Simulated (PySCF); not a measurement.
**C$_{7}$H$_{7}$Cl: density, localisation and related maps**

Input file:

```
{"job": {"kind": "nmr", "xc": "PBE0", "basis": "pcSseg-1"}, "charge": 0, "multiplicity": 1}
Cl     1.310417    -1.553203    -1.771886
C      0.028902    -0.515124    -1.127908
C     -0.537050    -0.967575     0.231127
C      0.689025    -0.739179     1.100357
C      1.316064     0.327254     0.628756
C      0.520582     0.831633    -0.564801
C     -0.814708     1.299603    -0.007532
C     -1.442694     0.231294     0.464633
H     -0.724644    -0.417700    -1.910541
H     -0.997710    -1.948332     0.287238
H      0.934589    -1.350690     1.946300
H      2.203559     0.807828     0.991515
H      1.033391     1.508001    -1.241109
H     -1.128175     2.325643    -0.000774
H     -2.395964     0.168534     0.952713
```

Launched as:

```sh
OMP_NUM_THREADS=1 python probes_run.py task.json out
```

Geometry: GFN2-xTB.

These are results of PBE0/pcSseg-1, SCF density, gas phase, non-relativistic (PySCF 2.14.0), not measurements.

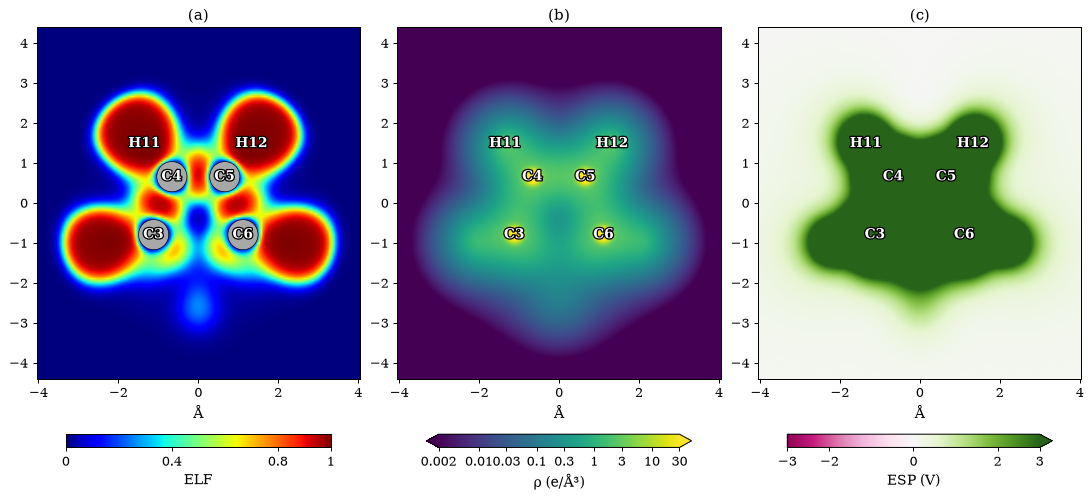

Figure 1. (a) electron localisation function; (b) electron density; (c) electrostatic potential on the plane of atoms C3, C4 and C5. Grey discs cover the atomic cores in the ELF map.

Describe what can be read from this map.

Atoms in the plane: C and H.
C–C (1.32 Å): ρ is about 2.3 e/Å³ halfway; the ELF peaks at about 0.90 between the atoms; a multiple bond.
C–H (1.07 Å): ρ is about 2 e/Å³ halfway; the ELF climbs to about 1 towards the hydrogen, as it does in any bond to H (an ordinary covalent bond to hydrogen).
C–C (1.52 Å): ρ at the midpoint is about 1.6 e/Å³; the ELF peaks at about 0.95 between the atoms; a covalent bond.
The potential has no marked negative region in this plane.

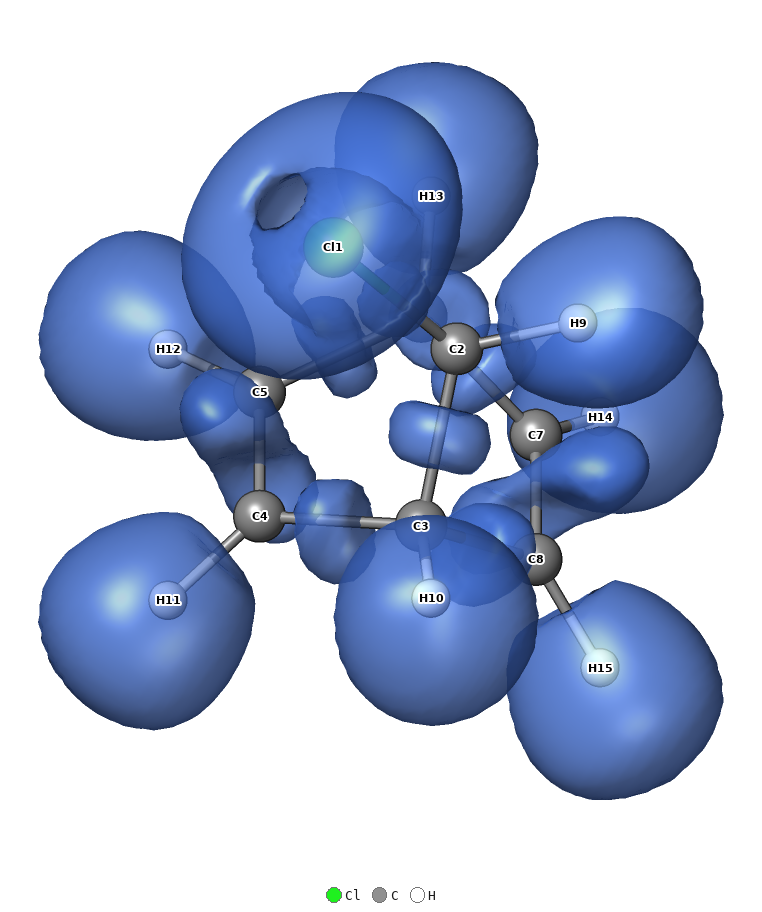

Figure 2. Isosurface of the electron localisation function at 0.8 (blue), seen at an oblique angle. Only the valence region is drawn (cores and ρ < 0.01 e/Å³ removed).

What do the ELF domains correspond to?

The ELF exceeds this value in eight regions between bonded C–C atoms (shared pairs), one region between bonded C–Cl atoms (shared pairs), seven regions around hydrogen nuclei and one ring or bowl of non-bonding electrons around Cl. Profiles from the grid: C–Cl (1.77 Å): the ELF peaks at about 0.90 between the atoms: localised, covalent bonding.

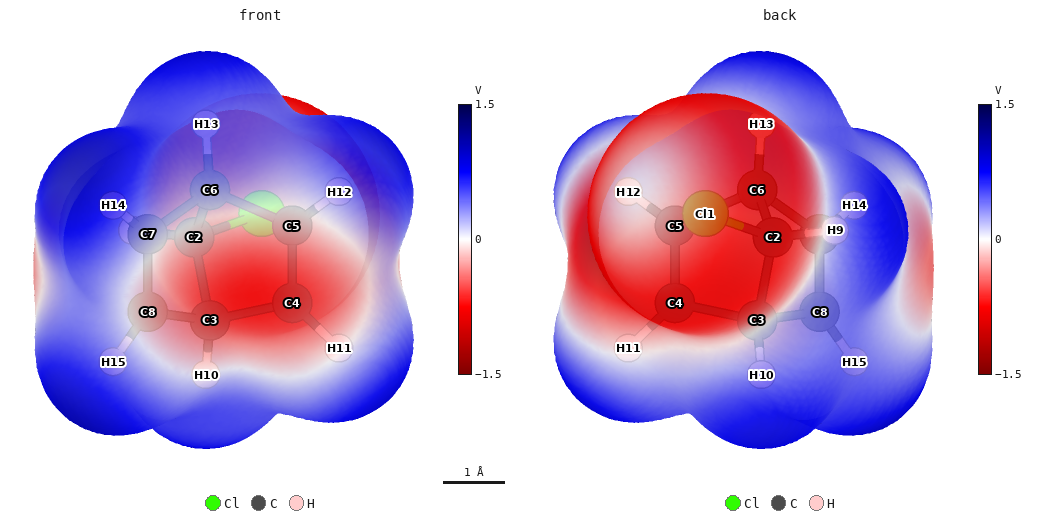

Figure 3. The electrostatic potential painted on the density surface at 0.002 e/bohr³, seen from the front and from behind; the colour scale runs from red (negative) to blue (positive).

Describe the electrostatic potential map.

The most negative region (about −1.1 V) lies over Cl1, C4 and C5, the most positive (about +1.0 V) over H14 and H15.

What dipole moment does the calculation give?

Its dipole moment is 2.10 D.
